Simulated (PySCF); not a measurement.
## Electronic structure of C5H8Cl3NSi in real space

Input file:

```
{"job": {"kind": "nmr", "xc": "PBE0", "basis": "pcSseg-1"}, "charge": 0, "multiplicity": 1}
C      3.418789     0.132200    -0.007135
C      2.186702     0.581346     0.148733
C      1.201827     0.004489     1.108474
Si    -0.073551    -1.103859     0.214890
Cl     0.827841    -2.495102    -0.914299
N     -0.800807    -0.062565    -0.948272
C     -1.904260     0.474933    -1.153000
C     -3.134320     0.296003    -0.308801
Cl    -4.582614     0.168395    -1.322525
Cl    -3.245750     1.729227     0.752004
H      3.799188    -0.689275     0.578380
H      4.098595     0.563618    -0.721284
H      1.820452     1.398029    -0.458397
H      1.722818    -0.595069     1.855218
H      0.679565     0.806333     1.630513
H     -0.930618    -1.780063     1.191800
H     -2.018727     1.162820    -1.990184
H     -3.073889    -0.585142     0.332228
```

Run with:

```sh
OMP_NUM_THREADS=1 python probes_run.py task.json out
```

Geometry: GFN2-xTB.

All numbers below come from PBE0/pcSseg-1, SCF density, gas phase, non-relativistic in PySCF 2.14.0.

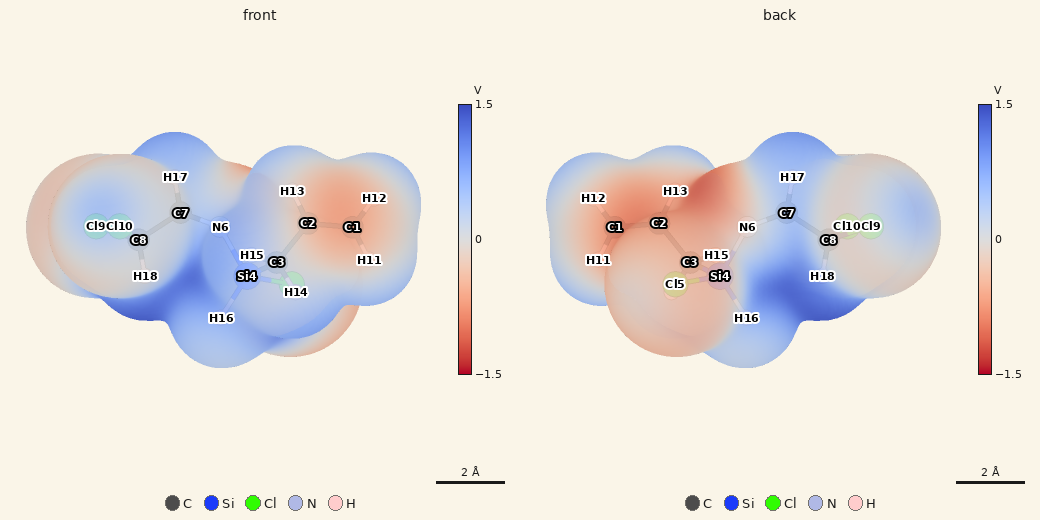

Figure 1. The electrostatic potential painted on the density surface at 0.001 e/bohr³, seen from the front and from behind; the colour scale runs from red (negative) to blue (positive).

> Describe the electrostatic potential map.

The most negative region (about −1.0 V, or −23 kcal/mol for a unit charge) lies over N6, the most positive (about +1.3 V, or +30 kcal/mol for a unit charge) over Si4 and H18. Cl9 shows a σ-hole: about +0.5 V, or +12 kcal/mol for a unit charge at the tip opposite its bond, against about −0.1 V on its flanks. Cl10 shows a σ-hole: about +0.5 V, or +12 kcal/mol for a unit charge at the tip opposite its bond, against about 0.0 V on its flanks. N6 is the likeliest acceptor of a hydrogen bond.

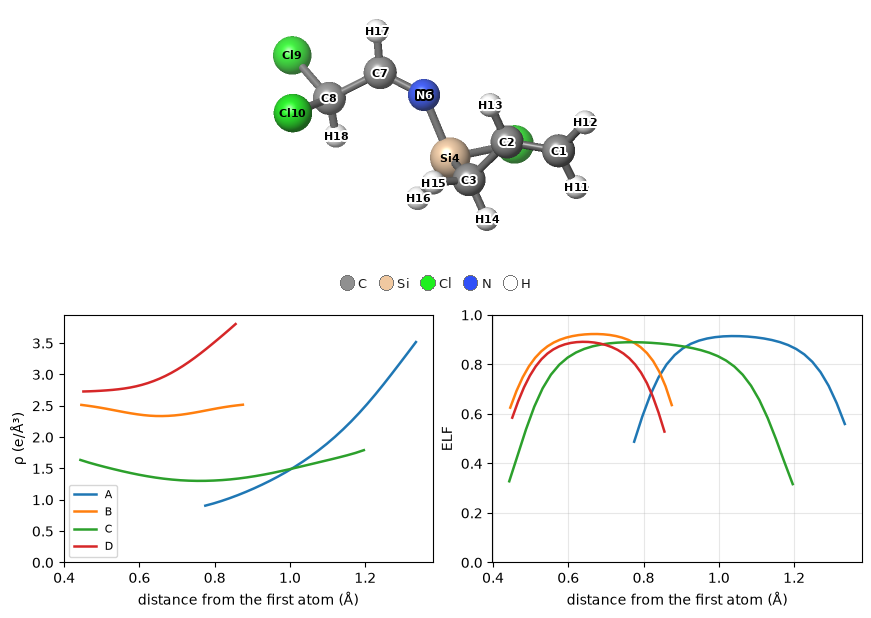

Figure 2. Total electron density and electron localisation function along straight lines between neighbouring atoms. The curves leave out the atomic cores. The structure is drawn too.

> Which curve belongs to which contact (C–C, C–Cl, C–N and Si–N)? The first atom named is at distance zero.

Curve A: Si–N (1.72 Å): the density is about 1.1 e/Å³ at the midpoint; the ELF peaks at about 0.90 between the atoms; a shared but strongly polarised pair. Curve B: C–C (1.32 Å): ρ at the midpoint is about 2.3 e/Å³; the ELF peaks at about 0.90 between the atoms; a short, multiple covalent bond. Curve C: C–Cl (1.77 Å): ρ at the midpoint is about 1.4 e/Å³; the ELF peaks at about 0.90 between the atoms; a covalent bond. Curve D: C–N (1.24 Å): the density is about 2.9 e/Å³ at the midpoint; the ELF peaks at about 0.90 between the atoms: a short, multiple covalent bond.
